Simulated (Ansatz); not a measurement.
The reference is LaBr$_{2}$ (space group P6_3/mmc, No. 194; a = 4.0937 Å, c = 13.8585 Å; ferromagnetic; layered, stacked along the Cartesian z axis).

One thing is altered: cell and atoms relaxed at a pressure of 0.7 GPa.

Method: r2SCAN+rVV10 (Ansatz, a program for electronic structure), spin-orbit coupling left out.

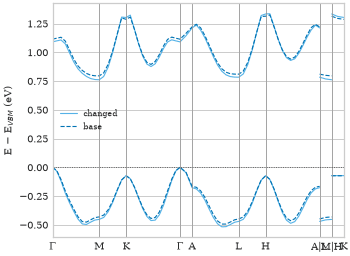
Fig. 1. Highest valence and lowest conduction band along the path, each from its own valence-band maximum

The gap is 0.76 eV, indirect, Γ → M; the base has 0.80 eV.

Other magnetic orders, which the real material may have, were not ruled out. Load acts through the strain it causes; cell and atoms are relaxed under it. Stability against distortions was not tested. Where the two band edges lie in opposite spin channels, the gap is a spin-flip gap.
